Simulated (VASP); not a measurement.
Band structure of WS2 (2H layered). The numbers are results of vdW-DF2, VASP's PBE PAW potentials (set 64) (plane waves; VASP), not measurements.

Unless said otherwise, spin-orbit coupling is left out, though it shifts the bands of the heavy elements here.

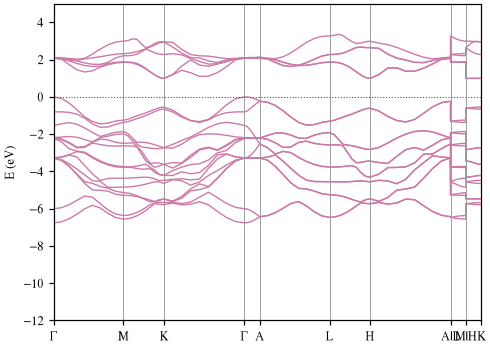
*Bands along high-symmetry lines, zero at the valence-band maximum or, without a gap, the Fermi level*

**Question.** Read the plot: is there a gap, and where are the band edges?

**Answer.** The gap is indirect, 0.99 eV, from the valence maximum at Γ to the conduction minimum at K. (Edges off the drawn lines would not show.)

The compound is WS2 in the 2H layered structure. It was relaxed first, which changed the volume by +14 %.
